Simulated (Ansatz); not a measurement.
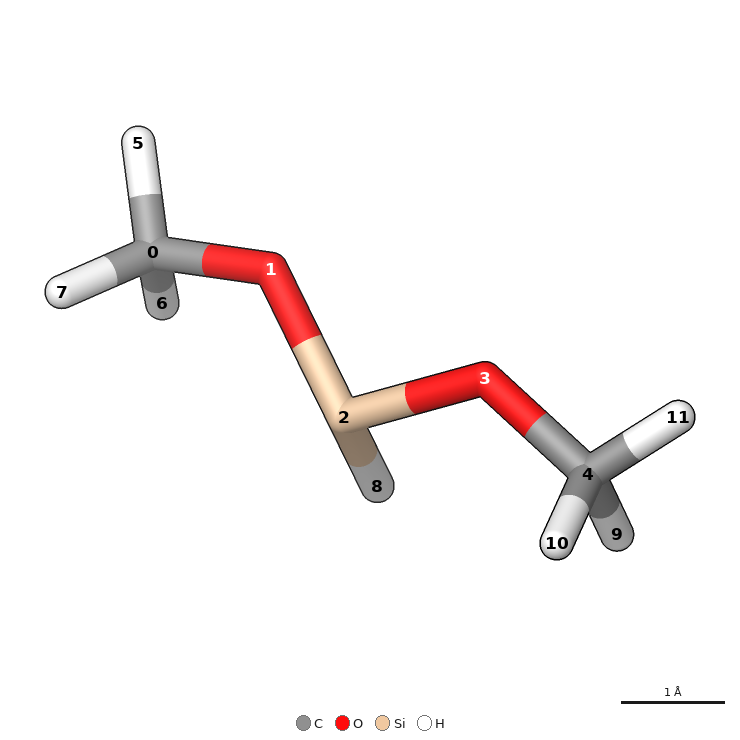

The structure as it stands in the input. Atoms are numbered from 0, in the order of the input.

Ansatz 0.2.0 input:

```yaml
crystal:
  periodic: [false, false, false]
  atoms:
    - {symbol: C, position_ang: [-2.184470, 0.361353, 1.415733]}
    - {symbol: O, position_ang: [-1.088901, -0.334235, 0.868203]}
    - {symbol: Si, position_ang: [-0.195159, 0.218354, -0.387230]}
    - {symbol: O, position_ang: [1.040106, -0.849987, -0.499214]}
    - {symbol: C, position_ang: [2.151348, -0.677133, -1.347129]}
    - {symbol: H, position_ang: [-2.468223, -0.134879, 2.345032]}
    - {symbol: H, position_ang: [-1.932114, 1.403653, 1.643059]}
    - {symbol: H, position_ang: [-3.044328, 0.348946, 0.738122]}
    - {symbol: H, position_ang: [0.345140, 1.591359, -0.066818]}
    - {symbol: H, position_ang: [2.592553, 0.320868, -1.241639]}
    - {symbol: H, position_ang: [1.880033, -0.830953, -2.396550]}
    - {symbol: H, position_ang: [2.904006, -1.417357, -1.071589]}
basis:
  gaussian: {orbitals: def2-TZVPP}
magnetization: {spin_polarized: true, initial_magnetization: 1}
hamiltonian: {xc: pbe, dispersion: d4}
output: {forces: true, orbitals: {seedname: orbitals}}
```

It was started with:

```sh
ansatz run in.yaml --threads 2 --pin off --events-out ev --progress --plain --max-ram 22528MiB --backend cpu
```

What the program printed:

```
Functional definition: PBE
  name "PBE"
  cite "Perdew, Burke & Ernzerhof, Phys. Rev. Lett. 77, 3865 (1996) doi:10.1103/PhysRevLett.77.3865"
  parent pbe
  parameter kappa = 0.804
  parameter beta = 0.06672455060314922
  exchange = pbe_x(kappa = kappa, mu = beta*pi^2/3)
  correlation = pbe_c(beta = beta)
1363 factors; their error is unknown
mean field evaluation 1: about -14136.8772 eV, gradient 6.1e1 eV
mean field evaluation 2: about -14075.8336 eV, gradient 1.3e2 eV
mean field evaluation 4: about -14151.0880 eV, gradient 1.0e1 eV
mean field evaluation 8: about -14151.4709 eV, gradient 2.0e-1 eV
mean field evaluation 16: about -14151.4326 eV, gradient 5.8e-4 eV
mean field -14151.43259696 eV, -520.0555557528 hartree, gradient 8.6e-6 eV, S^2 0.751887; 0 other end points of the search recorded, 0 dependent functions left out
the calculation of the forces begins
reference -14151.43264724 eV, -520.0555576004 hartree; 25, 24 occupied and 239, 240 virtual orbitals, 1363 factors
Total energy: -14151.65414894 eV, -520.0636976379 hartree
Atom 0 at    -2.184470     0.361353     1.415733 Å, force    -0.177646     0.117950     0.087685 eV/Å
Atom 1 at    -1.088901    -0.334235     0.868203 Å, force     0.109830    -0.449052     0.249133 eV/Å
Atom 2 at    -0.195159     0.218354    -0.387230 Å, force    -0.231712     0.391035    -0.506530 eV/Å
Atom 3 at     1.040106    -0.849987    -0.499214 Å, force     0.028037    -0.435505     0.295928 eV/Å
Atom 4 at     2.151348    -0.677133    -1.347129 Å, force     0.180173     0.034650    -0.139408 eV/Å
Atom 5 at    -2.468223    -0.134879     2.345032 Å, force    -0.072161    -0.100031     0.202542 eV/Å
Atom 6 at    -1.932114     1.403653     1.643059 Å, force     0.031619     0.230601     0.056554 eV/Å
Atom 7 at    -3.044328     0.348946     0.738122 Å, force    -0.196633     0.008932    -0.131635 eV/Å
Atom 8 at     0.345140     1.591359    -0.066818 Å, force     0.083742     0.177006     0.063360 eV/Å
Atom 9 at     2.592553     0.320868    -1.241639 Å, force     0.112018     0.211724     0.005380 eV/Å
Atom 10 at     1.880033    -0.830953    -2.396550 Å, force    -0.038228    -0.029349    -0.232803 eV/Å
Atom 11 at     2.904006    -1.417357    -1.071589 Å, force     0.170962    -0.157962     0.049793 eV/Å
Dipole moment:     0.007363     0.198133    -0.063176 e Å
```
